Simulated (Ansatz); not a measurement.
# BFH5N: the cost of one run

Program: Ansatz 0.2.0 through its Python package. Level of theory: Hartree-Fock/def2-SVP. These are calculated values, not measurements.

## Step 1: The structure

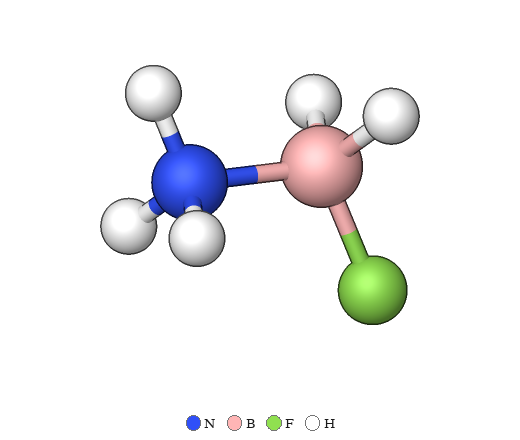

The starting structure, viewed from a chosen angle; nitrogen blue, boron pink, fluorine green, hydrogen white.

The script holds or builds the structure itself.

## Step 2: Script

The input, bfh5n.py:

```python
import warnings

import ansatz as az
import numpy as np

GEOMETRY = '''
N     0.78980    0.08540    0.08360
B    -0.72250   -0.13090   -0.05170
F    -1.32960    1.02790   -0.68920
H     1.22030   -0.74930    0.54170
H     1.21000    0.21700   -0.86400
H     0.97060    0.93350    0.66660
H    -1.20560   -0.28410    1.02760
H    -0.93300   -1.09960   -0.71440
'''

warnings.simplefilter('ignore', az.DeckWarning)

molecule = az.Crystal.molecule()
for line in GEOMETRY.strip().splitlines():
    symbol, *xyz = line.split()
    molecule = molecule.atom(symbol, [float(v) for v in xyz])

calc = (
    molecule.calculation()
    .basis(gaussian='def2-SVP')
    .functional('HF')
    .md('nvt_nose_hoover', timestep=0.5, steps=30, temperature=800, initial_velocities='maxwell_boltzmann', seed=70, thermostat_time=10)
)
frames = []
calc.session().plan().execute(on_event=lambda e: frames.append(e['data']) if e['event'] == 'md_step' else None)
print('t (fs)   E_pot (eV)      E_kin (eV)   T (K)   d(0-1) (A)')
for f in frames[::1]:
    xyz = np.array(f['positions_ang'])
    print(f'{f["time_fs"]:6.2f} {f["lagrangian_ev"]:14.5f} {f["e_kin_ev"]:10.5f} {f["temperature_k"]:8.1f} {np.linalg.norm(xyz[0] - xyz[1]):9.4f}')
kept = np.array([f['conserved_ev'] for f in frames])
print(f'conserved energy moves by at most {1000 * np.ptp(kept):.3f} meV')
```

## Step 3: Launch

Started as:

```console
> python bfh5n.py
```

What time and memory should one allow on 1 thread of Arm Neoverse V2, shared host?

About 17 s, with a peak of 0.18 GiB.
